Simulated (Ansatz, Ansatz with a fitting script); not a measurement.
**Li3OCl (Pm-3m): converging an RPA energy**

Wanted: convergence and cost of the RPA correlation energy of Li3OCl (Pm-3m).

Calculated with Ansatz 0.2.0; EXX+RPA on PBEsol, plane waves, norm-conserving pseudopotentials.

### Step 1. Set-up

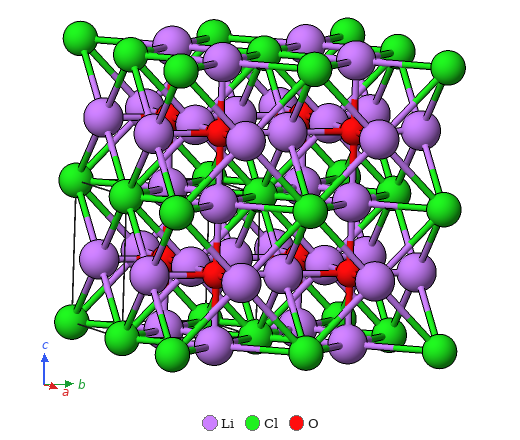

Start, viewed slightly off an axis; lithium purple, chlorine green, oxygen red. 2×2×2 cells are drawn. Some periodic images of atoms are drawn too.

The cell and positions are those that the Materials Project relaxed with its own functionals (PBE, PBE+U or r2SCAN), kept fixed. The program's search for lower electronic states was switched off, so nothing shows that the state found is the lowest.

### Step 2. Base settings, 3×3×3 mesh, cutoffs to 160 eV, 274 empty bands

The RPA correlation energy is summed at several response cutoffs, since it converges slowly from above.

File input.yaml:

```yaml
crystal:
  lattice:
    - [3.908337, 0.0, 0.0]
    - [0.0, 3.908337, 0.0]
    - [0.0, 0.0, 3.908337]
  atoms:
    - { symbol: Li, position: [0.0, 0.5, 0.5] }
    - { symbol: Li, position: [0.5, 0.0, 0.5] }
    - { symbol: Li, position: [0.5, 0.5, 0.0] }
    - { symbol: Cl, position: [0.0, 0.0, 0.0] }
    - { symbol: O, position: [0.5, 0.5, 0.5] }
kpoints:
  mp_grid: { grid: [3, 3, 3] }
hamiltonian:
  xc: pbesol
  pseudopotentials: { kind: nc, xc_functional: pbe }
scf:
  occupations: { method: fixed }
  lower_state_search: "off"
  convergence: { dr2_threshold: 1.0e-09 }
output:
  rpa_energy:
    ecut_chi_ladder: [96, 112, 128, 144, 160]
    long_wavelength: optical_limit
    n_empty_bands: 274
basis:
  ecutwfc: 1240.0
  xc_grid: 3
```

Started as:

```sh
> ansatz run input.yaml --threads 8 --pin off --max-ram 18432MiB --backend cpu --events-out ev --progress --plain --runs-dir out
```

Numbers of over 12 decimals in the logs are rounded to 6 here.

Output:

```text
Engine: ansatz 0.2.0, aarch64-unknown-linux-gnu
Pseudopotentials: kind: nc
Pseudopotential: Li, nc, valence charge 3, recommended cutoff 1034.032677 eV (normal), Li.nc.azcp
Pseudopotential: Cl, nc, valence charge 7, recommended cutoff 789.130201 eV (normal), Cl.nc.azcp (PseudoDojo's, or run here from an input of PseudoDojo's: the run reads no file of this project's for it)
Pseudopotential: O, nc, valence charge 6, recommended cutoff 1240 eV (normal), O.nc.azcp
Functional definition: PBEsol
  exchange = pbesol_x
  correlation = pbesol_c
Crystal: 5 atoms, lattice volume = 59.700 Å³
Basis set: ecut = 1240 eV, 5887 PW (Γ), exchange–correlation on 135×135×135 points (27 copies of the dense FFT grid, shifted against one another)
Bands: 16, of which v1, the nominal top of the filled ones, is band 11 counted from 1 (10 counted from 0)
Symmetry: 48 space group operations
Space group: Pm-3m (ITA 221), of the structure as read, at distance tolerance 3.9e-5 Å
k-points: 4 of 27
Non-local potential: Li, projectors of the file, l = 0: 2, l = 1: 2
Non-local potential: Cl, projectors of the file, l = 0: 2, l = 1: 2, l = 2: 2
Non-local potential: O, projectors of the file, l = 0: 2, l = 1: 2, l = 2: 1
Initial density: superposition of atomic densities (chi_scale 0.1, normalization cell, long waves kept (reshape's long-wave potential 0.00 eV rms))
Initial wavefunctions: pseudopotential atomic-orbital guess
Functional: x = pbesol(κ = 0.804, μ = 0.123457), c = pbesol(β = 0.046)
SCF iter   1: F=—  HF=-1502.434737 eV  |F-HF|=—  |Δ(HF+E_count)|=         —  Δρ=7.22e-2  dr2=5.13e0  ethr=3.10e-3  ⟨swp⟩=5.5  Hψ=317  notcnv=0  defer=9
preconditioner: auto → Resta (q_TF=auto, 2.310 Å⁻¹)  ε∞=3.1  [insulator: Δε(μ)=4.856 eV  Ē_g=13.230 eV  n_scr=18 (ndim 8)  ℏωp=19.2 eV  f_vac=0.000  ε∞_Penn≈3.1]
SCF iter   2: F=—  HF=-1500.916848 eV  |F-HF|=—  |Δ(HF+E_count)|=    1.52e0  Δρ=4.18e-2  dr2=7.74e-1  ethr=3.10e-3  ⟨swp⟩=3.0  Hψ=157  notcnv=0  defer=7
SCF iter   3: F=—  HF=-1500.682501 eV  |F-HF|=—  |Δ(HF+E_count)|=   2.34e-1  Δρ=1.51e-2  dr2=2.60e-1  ethr=3.10e-3  ⟨swp⟩=3.0  Hψ=124  notcnv=0  defer=10
SCF iter   4: F=—  HF=-1500.591968 eV  |F-HF|=—  |Δ(HF+E_count)|=   9.05e-2  Δρ=6.25e-3  dr2=1.71e-2  ethr=1.18e-3  ⟨swp⟩=3.5  Hψ=111  notcnv=0  defer=10
SCF iter   5: F=—  HF=-1500.591139 eV  |F-HF|=—  |Δ(HF+E_count)|=   8.29e-4  Δρ=1.26e-3  dr2=5.17e-4  ethr=7.78e-5  ⟨swp⟩=2.2  Hψ=133  notcnv=0  defer=12
SCF iter   6: F=—  HF=-1500.591539 eV  |F-HF|=—  |Δ(HF+E_count)|=   4.01e-4  Δρ=1.53e-4  dr2=1.16e-5  ethr=2.35e-6  ⟨swp⟩=2.0  Hψ=95  notcnv=0  defer=11
SCF iter   7: F=—  HF=-1500.591563 eV  |F-HF|=—  |Δ(HF+E_count)|=   2.37e-5  Δρ=2.02e-5  dr2=1.68e-7  ethr=5.26e-8  ⟨swp⟩=2.0  Hψ=88  notcnv=0  defer=11
SCF iter   8: F=—  HF=-1500.591563 eV  |F-HF|=—  |Δ(HF+E_count)|=   1.15e-7  Δρ=2.42e-6  dr2=3.12e-9  ethr=7.63e-10  ⟨swp⟩=2.0  Hψ=92  notcnv=0  defer=9
SCF iter   9: F=-1500.591563 eV  HF=-1500.591563 eV  |F-HF|=1.75e-11  |Δ(HF+E_count)|=  9.51e-10  Δρ=2.68e-7  dr2=3.74e-11  ethr=4.55e-12  ⟨swp⟩=10.5  Hψ=382  notcnv=0
SCF 1 converged in 9 iterations: F = -1500.591563 eV  dr2 = 3.74e-11
NSCF: frozen V_eff on 4 k-points
EXX+RPA screening: q 1/4 (q-point 3)
EXX+RPA screening: q 2/4 (q-point 4)
EXX+RPA screening: q 3/4 (q-point 2)
EXX+RPA screening: q 4/4 (q-point 1)
NSCF: frozen V_eff on 1 k-points
NSCF: frozen V_eff on 1 k-points
[...]
SCF converged after 9 iterations
Free energy (F): -1500.591563 eV
Harris-Foulkes:  -1500.591563 eV  (|F-HF|=1.75e-11)
Internal energy: -1500.591563 eV  (E = F + TS)
E sigma→0 (E₀):  -1500.591563 eV
Fermi energy:    2.695449 eV
--- Per-component energies (eV) ---
  E_band       = -275.967016
  E_kinetic    = 904.704322
  E_local      = -1002.384024  (includes V_loc(G=0)·N_el)
  E_nonlocal   = -430.135975
  E_hartree    = 333.733900
  E_xc         = -384.771529
  E_vxc        = -415.619305  (∫ρ·V_xc dr)
  E_ewald      = -921.738257
  E_smearing   = -0.000000  (= −TS)
  E_closure    = -0.000000  (closes the sum)
  Σ components = -1500.591563   (vs F -1500.591563, Δ=0.00e0)
--- Band table (eV) ---
  k-point 0: bands = [... 7 lower, -0.1327, 2.3302, 2.3302, 2.3302, 7.4208, 9.6981, 9.6981, 14.4345, ... 1 higher]
  k-point 1: bands = [... 7 lower, 0.2748, 1.9173, 1.9476, 1.9476, 8.7171, 9.3276, 11.5000, 12.0075, ... 1 higher]
  k-point 2: bands = [... 7 lower, 0.5267, 1.9250, 2.2146, 2.6954, 8.0842, 10.1983, 11.1522, 11.4550, ... 1 higher]
  k-point 3: bands = [... 7 lower, -0.5952, 2.2105, 2.2105, 2.4822, 9.6640, 10.6447, 10.7163, 10.7163, ... 1 higher]
--- EXX+RPA: 3×3×3 mesh (4 irreducible q, 35/108 k–q pairs), 285 bands' worth read of 290 solved (the sum completed by the states above those read; Γ's head and wings end at those read), 11 occupied, 12 frequency nodes, the response taken to reach 765.1 eV, pair-density box ratio 4, q→0 included in E_x (Coulomb truncated on the Wigner–Seitz cell) and E_c (k·p head, wings) ---
  smallest occupied→empty transition 4.725e0 eV, smallest direct gap 5.091e0 eV
  indirect gap at most 4.725e0 eV, over 4 k-points of the mesh
  bands read: the sum over 285 bands ends inside a degenerate multiplet in 1 slot, whose members it reads at an even weight; the widest, k=0: bands 285 to 287 (counted from 1) at 1/3 each
  E_x                     =      -300.454580 eV
  E_xc[n_v+n_c], E_xc[n_v] =      -384.771529, -311.429354 eV (parent functional, the pass's orbitals; any nonlocal part keeps n_c)
  E_c ladder  E_cut^χ (eV)   ⟨N_G⟩      E_cut^sphere (eV)      E_c (eV)
                   96.00      126.2             95.33        -19.337414
                  112.00      162.4            112.80        -20.870708
                  128.00      194.7            127.30        -21.939490
                  144.00      235.4            144.46        -23.013675
                  160.00      275.6            160.48        -23.877474
  E_c(E_cut→∞)            =       -27.489522 ± 0.326414 eV  (E_cut^-3/2 fit over 5 rungs)
  S(q), 3 of 3 wave vectors   |q| (1/Å)       S_0(q)   S_0 (bands read)   S_RPA(q)   (top rung; structure_factors; the frequency nodes sum S_0 to within 1.1e-6)
    ( 0.0000,  0.0000,  0.3333)    0.53588     0.052079           0.051774   0.030566
    ( 0.0000,  0.3333,  0.3333)    0.75785     0.095318           0.094696   0.058731
    ( 0.3333,  0.3333,  0.3333)    0.92817     0.134180           0.133230   0.085883
  core–valence xc dropped  : E_EXX =     -1416.274614 eV   E_EXX+RPA =     -1443.764136 eV
  core–valence xc semilocal: E_EXX =     -1489.616789 eV   E_EXX+RPA =     -1517.106311 eV
```

Elapsed: 17 s, on 8 threads of Arm Neoverse N1, shared host; peak memory 1.5 GiB; 1.9 min of CPU time.

In the SCF lines HF is the Harris–Foulkes energy and dr2 the Hartree energy of the density residual, in eV; the loop may stop once dr2 is under the threshold and the program's other checks hold. Hψ counts applications of the Hamiltonian.

This step gave:

```yaml
exact_exchange_energy: -300.4546 eV
rpa_correlation_energy: -27.49 eV
```

Extrapolated from these cutoffs, the correlation energy is -5.50 eV per atom (fit error 0.07); such a limit moves with the range of cutoffs.

RPA ladder, by row:

| response cutoff (eV) | mean plane waves | sphere-equivalent cutoff (eV) | correlation energy (eV) |
| --- | --- | --- | --- |
| 96 | 126.2 | 95.33 | -19.34 |
| 112 | 162.4 | 112.8 | -20.87 |
| 128 | 194.7 | 127.3 | -21.94 |
| 144 | 235.4 | 144.5 | -23.01 |
| 160 | 275.6 | 160.5 | -23.88 |

### Step 3. Base settings, 3×3×3 mesh, cutoffs to 160 eV, 288 empty bands, volume +5 %

The cell differs from the one that the last finished run ended in (a 3.908 → 3.972 Å, b 3.908 → 3.972 Å, c 3.908 → 3.972 Å).

input.yaml: that of step 2 with these lines changed.

```diff
@@ -2,5 +2,5 @@
   lattice:
-    - [3.908337, 0.0, 0.0]
-    - [0.0, 3.908337, 0.0]
-    - [0.0, 0.0, 3.908337]
+    - [3.972419488, 0.0, 0.0]
+    - [0.0, 3.972419488, 0.0]
+    - [0.0, 0.0, 3.972419488]
   atoms:
@@ -24,3 +24,3 @@
     long_wavelength: optical_limit
-    n_empty_bands: 274
+    n_empty_bands: 288
 basis:
```

Output:

```text
[...]
Crystal: 5 atoms, lattice volume = 62.685 Å³
Basis set: ecut = 1240 eV, 6235 PW (Γ), exchange–correlation on 144×144×144 points (27 copies of the dense FFT grid, shifted against one another)
Bands: 16, of which v1, the nominal top of the filled ones, is band 11 counted from 1 (10 counted from 0)
Symmetry: 48 space group operations
[...]
k-points: 4 of 27
[...]
E_c(E_cut→∞)            =       -27.546456 ± 0.308959 eV  (E_cut^-3/2 fit over 5 rungs)
[...]
( 0.0000,  0.0000,  0.3333)    0.52723     0.051112           0.050819   0.030087
    ( 0.0000,  0.3333,  0.3333)    0.74562     0.093701           0.093101   0.057813
    ( 0.3333,  0.3333,  0.3333)    0.91320     0.131998           0.131082   0.084549
  core–valence xc dropped  : E_EXX =     -1416.250827 eV   E_EXX+RPA =     -1443.797283 eV
  core–valence xc semilocal: E_EXX =     -1489.579437 eV   E_EXX+RPA =     -1517.125894 eV
[key lines of the parts left out:]
SCF converged after 9 iterations
Free energy (F): -1500.524558 eV
Fermi energy:    2.333293 eV
```

Run time: 19 s. Hardware: 8 threads; peak memory 1.8 GiB; 2.1 min of CPU time.

Numbers from this step:

| Property | Result |
| --- | --- |
| exact exchange energy | -299.7047 eV |
| RPA correlation energy | -27.55 eV |

Extrapolated from these cutoffs, the correlation energy is -5.51 eV per atom (fit error 0.06); such a limit moves with the range of cutoffs.

RPA ladder, by row:

| response cutoff (eV) | mean plane waves | sphere-equivalent cutoff (eV) | correlation energy (eV) |
| --- | --- | --- | --- |
| 96 | 136.9 | 97.41 | -19.52 |
| 112 | 168.6 | 112 | -20.78 |
| 128 | 203.6 | 126.9 | -21.9 |
| 144 | 245.1 | 143.7 | -22.95 |
| 160 | 289.2 | 160.4 | -23.85 |

### Step 4. Response cutoff, 3×3×3 mesh, cutoffs to 90 eV, 115 empty bands

input.yaml, the sections that differ from step 3:

```yaml
crystal:
  lattice:
    - [3.908337, 0.0, 0.0]
    - [0.0, 3.908337, 0.0]
    - [0.0, 0.0, 3.908337]
  atoms:
    - { symbol: Li, position: [0.0, 0.5, 0.5] }
    - { symbol: Li, position: [0.5, 0.0, 0.5] }
    - { symbol: Li, position: [0.5, 0.5, 0.0] }
    - { symbol: Cl, position: [0.0, 0.0, 0.0] }
    - { symbol: O, position: [0.5, 0.5, 0.5] }
output:
  rpa_energy:
    ecut_chi_ladder: [54, 63, 72, 81, 90]
    long_wavelength: optical_limit
    n_empty_bands: 115
# kpoints, hamiltonian, scf, basis: as in step 3
```

Output:

```text
[...]
Crystal: 5 atoms, lattice volume = 59.700 Å³
Basis set: ecut = 1240 eV, 5887 PW (Γ), exchange–correlation on 135×135×135 points (27 copies of the dense FFT grid, shifted against one another)
Bands: 16, of which v1, the nominal top of the filled ones, is band 11 counted from 1 (10 counted from 0)
Symmetry: 48 space group operations
[...]
k-points: 4 of 27
[...]
E_c(E_cut→∞)            =       -22.614458 ± 0.436904 eV  (E_cut^-3/2 fit over 5 rungs)
[...]
( 0.0000,  0.0000,  0.3333)    0.53588     0.052079           0.051002   0.030650
    ( 0.0000,  0.3333,  0.3333)    0.75785     0.095318           0.093110   0.058895
    ( 0.3333,  0.3333,  0.3333)    0.92817     0.134180           0.130789   0.086113
  core–valence xc dropped  : E_EXX =     -1416.274614 eV   E_EXX+RPA =     -1438.889072 eV
  core–valence xc semilocal: E_EXX =     -1489.616789 eV   E_EXX+RPA =     -1512.231247 eV
[key lines of the parts left out:]
SCF converged after 9 iterations
Free energy (F): -1500.591563 eV
Fermi energy:    2.695449 eV
```

Wall time 7.1 s (8 threads); peak memory 0.78 GiB; 47 s of CPU time.

This step gave:

- exact exchange energy: -300.4546 eV
- RPA correlation energy: -22.61 eV

Extrapolated from these cutoffs, the correlation energy is -4.52 eV per atom (fit error 0.09); such a limit moves with the range of cutoffs.

### Step 5. Response cutoff, 3×3×3 mesh, cutoffs to 90 eV, 121 empty bands, volume +5 %

input.yaml: that of step 4 with these lines changed.

```diff
@@ -2,5 +2,5 @@
   lattice:
-    - [3.908337, 0.0, 0.0]
-    - [0.0, 3.908337, 0.0]
-    - [0.0, 0.0, 3.908337]
+    - [3.972419488, 0.0, 0.0]
+    - [0.0, 3.972419488, 0.0]
+    - [0.0, 0.0, 3.972419488]
   atoms:
@@ -24,3 +24,3 @@
     long_wavelength: optical_limit
-    n_empty_bands: 115
+    n_empty_bands: 121
 basis:
```

Output:

```text
[...]
Crystal: 5 atoms, lattice volume = 62.685 Å³
Basis set: ecut = 1240 eV, 6235 PW (Γ), exchange–correlation on 144×144×144 points (27 copies of the dense FFT grid, shifted against one another)
Bands: 16, of which v1, the nominal top of the filled ones, is band 11 counted from 1 (10 counted from 0)
Symmetry: 48 space group operations
[...]
k-points: 4 of 27
[...]
E_c(E_cut→∞)            =       -22.585505 ± 0.416054 eV  (E_cut^-3/2 fit over 5 rungs)
[...]
( 0.0000,  0.0000,  0.3333)    0.52723     0.051112           0.050083   0.030171
    ( 0.0000,  0.3333,  0.3333)    0.74562     0.093701           0.091596   0.057980
    ( 0.3333,  0.3333,  0.3333)    0.91320     0.131998           0.128773   0.084782
  core–valence xc dropped  : E_EXX =     -1416.250827 eV   E_EXX+RPA =     -1438.836332 eV
  core–valence xc semilocal: E_EXX =     -1489.579437 eV   E_EXX+RPA =     -1512.164942 eV
[key lines of the parts left out:]
SCF converged after 9 iterations
Free energy (F): -1500.524558 eV
Fermi energy:    2.333293 eV
```

Elapsed: 7.3 s, on 8 threads; peak memory 0.84 GiB; 49 s of CPU time.

This step gave:

```
exact exchange energy  : -299.7047 eV
RPA correlation energy : -22.59 eV
```

Extrapolated from these cutoffs, the correlation energy is -4.52 eV per atom (fit error 0.08); such a limit moves with the range of cutoffs.

### Step 6. Response cutoff, 3×3×3 mesh, cutoffs to 240 eV, 504 empty bands

input.yaml, the sections that differ from step 5:

```yaml
crystal:
  lattice:
    - [3.908337, 0.0, 0.0]
    - [0.0, 3.908337, 0.0]
    - [0.0, 0.0, 3.908337]
  atoms:
    - { symbol: Li, position: [0.0, 0.5, 0.5] }
    - { symbol: Li, position: [0.5, 0.0, 0.5] }
    - { symbol: Li, position: [0.5, 0.5, 0.0] }
    - { symbol: Cl, position: [0.0, 0.0, 0.0] }
    - { symbol: O, position: [0.5, 0.5, 0.5] }
output:
  rpa_energy:
    ecut_chi_ladder: [144, 168, 192, 216, 240]
    long_wavelength: optical_limit
    n_empty_bands: 504
# kpoints, hamiltonian, scf, basis: as in step 5
```

Output:

```text
[...]
Crystal: 5 atoms, lattice volume = 59.700 Å³
Basis set: ecut = 1240 eV, 5887 PW (Γ), exchange–correlation on 135×135×135 points (27 copies of the dense FFT grid, shifted against one another)
Bands: 16, of which v1, the nominal top of the filled ones, is band 11 counted from 1 (10 counted from 0)
Symmetry: 48 space group operations
[...]
k-points: 4 of 27
[...]
E_c(E_cut→∞)            =       -30.019426 ± 0.227461 eV  (E_cut^-3/2 fit over 5 rungs)
[...]
( 0.0000,  0.0000,  0.3333)    0.53588     0.052079           0.051967   0.030530
    ( 0.0000,  0.3333,  0.3333)    0.75785     0.095318           0.095089   0.058651
    ( 0.3333,  0.3333,  0.3333)    0.92817     0.134180           0.133830   0.085757
  core–valence xc dropped  : E_EXX =     -1416.274614 eV   E_EXX+RPA =     -1446.294040 eV
  core–valence xc semilocal: E_EXX =     -1489.616789 eV   E_EXX+RPA =     -1519.636215 eV
[key lines of the parts left out:]
SCF converged after 9 iterations
Free energy (F): -1500.591563 eV
Fermi energy:    2.695449 eV
```

Run time: 43 s. Hardware: 8 threads; peak memory 2.7 GiB.

Numbers from this step:

```
exact exchange energy  : -300.4546 eV
RPA correlation energy : -30.02 eV
```

Extrapolated from these cutoffs, the correlation energy is -6.00 eV per atom (fit error 0.05); such a limit moves with the range of cutoffs.

### Step 7. Response cutoff, 3×3×3 mesh, cutoffs to 240 eV, 529 empty bands, volume +5 %

input.yaml: that of step 6 with these lines changed.

```diff
@@ -2,5 +2,5 @@
   lattice:
-    - [3.908337, 0.0, 0.0]
-    - [0.0, 3.908337, 0.0]
-    - [0.0, 0.0, 3.908337]
+    - [3.972419488, 0.0, 0.0]
+    - [0.0, 3.972419488, 0.0]
+    - [0.0, 0.0, 3.972419488]
   atoms:
@@ -24,3 +24,3 @@
     long_wavelength: optical_limit
-    n_empty_bands: 504
+    n_empty_bands: 529
 basis:
```

Output:

```text
[...]
Crystal: 5 atoms, lattice volume = 62.685 Å³
Basis set: ecut = 1240 eV, 6235 PW (Γ), exchange–correlation on 144×144×144 points (27 copies of the dense FFT grid, shifted against one another)
Bands: 16, of which v1, the nominal top of the filled ones, is band 11 counted from 1 (10 counted from 0)
Symmetry: 48 space group operations
[...]
k-points: 4 of 27
[...]
E_c(E_cut→∞)            =       -29.968101 ± 0.229070 eV  (E_cut^-3/2 fit over 5 rungs)
[...]
( 0.0000,  0.0000,  0.3333)    0.52723     0.051112           0.051005   0.030050
    ( 0.0000,  0.3333,  0.3333)    0.74562     0.093701           0.093482   0.057738
    ( 0.3333,  0.3333,  0.3333)    0.91320     0.131998           0.131665   0.084435
  core–valence xc dropped  : E_EXX =     -1416.250827 eV   E_EXX+RPA =     -1446.218928 eV
  core–valence xc semilocal: E_EXX =     -1489.579437 eV   E_EXX+RPA =     -1519.547538 eV
[key lines of the parts left out:]
SCF converged after 9 iterations
Free energy (F): -1500.524558 eV
Fermi energy:    2.333293 eV
```

The job ended after 48 s (8 threads; peak memory 3 GiB; 5.5 min of CPU time).

This step gave:

```yaml
exact_exchange_energy: -299.7047 eV
rpa_correlation_energy: -29.97 eV
```

Extrapolated from these cutoffs, the correlation energy is -5.99 eV per atom (fit error 0.05); such a limit moves with the range of cutoffs.

### Step 8. Bands, 3×3×3 mesh, cutoffs to 160 eV, 24 empty bands

input.yaml, the sections that differ from step 7:

```yaml
crystal:
  lattice:
    - [3.908337, 0.0, 0.0]
    - [0.0, 3.908337, 0.0]
    - [0.0, 0.0, 3.908337]
  atoms:
    - { symbol: Li, position: [0.0, 0.5, 0.5] }
    - { symbol: Li, position: [0.5, 0.0, 0.5] }
    - { symbol: Li, position: [0.5, 0.5, 0.0] }
    - { symbol: Cl, position: [0.0, 0.0, 0.0] }
    - { symbol: O, position: [0.5, 0.5, 0.5] }
output:
  rpa_energy:
    ecut_chi_ladder: [96, 112, 128, 144, 160]
    long_wavelength: optical_limit
    n_empty_bands: 24
# kpoints, hamiltonian, scf, basis: as in step 7
```

Output:

```text
[...]
Crystal: 5 atoms, lattice volume = 59.700 Å³
Basis set: ecut = 1240 eV, 5887 PW (Γ), exchange–correlation on 135×135×135 points (27 copies of the dense FFT grid, shifted against one another)
Bands: 16, of which v1, the nominal top of the filled ones, is band 11 counted from 1 (10 counted from 0)
Symmetry: 48 space group operations
[...]
k-points: 4 of 27
[...]
E_c(E_cut→∞)            =       -27.838083 ± 0.316973 eV  (E_cut^-3/2 fit over 5 rungs)
[...]
( 0.0000,  0.0000,  0.3333)    0.53588     0.052079           0.046441   0.030512
    ( 0.0000,  0.3333,  0.3333)    0.75785     0.095318           0.083417   0.058633
    ( 0.3333,  0.3333,  0.3333)    0.92817     0.134180           0.115286   0.085737
  core–valence xc dropped  : E_EXX =     -1416.274614 eV   E_EXX+RPA =     -1444.112697 eV
  core–valence xc semilocal: E_EXX =     -1489.616789 eV   E_EXX+RPA =     -1517.454872 eV
[key lines of the parts left out:]
SCF converged after 9 iterations
Free energy (F): -1500.591563 eV
Fermi energy:    2.695449 eV
```

Elapsed: 5.8 s, on 8 threads; peak memory 0.54 GiB; 36 s of CPU time.

This step gave:

```
exact exchange energy  : -300.4546 eV
RPA correlation energy : -27.84 eV
```

Extrapolated from these cutoffs, the correlation energy is -5.57 eV per atom (fit error 0.06); such a limit moves with the range of cutoffs.

(Continued in part 2 of 4.)

[Paths, hosts, dates, memory and timing lines, banners, echoed tables and standing remarks are left out of the program output.]

[Logs are printed without paths, hosts, clocks, repeated set-up lines and the standing remarks that a program may print on its own settings, such as how far it seeks lower states.]

[Runs of the session that timed out or met a known fault of the program may be left out.]

[Hosts, paths, dates, database ids (printed as entryN), source tags and the programs' standing remarks are cut or masked in the printed files.]
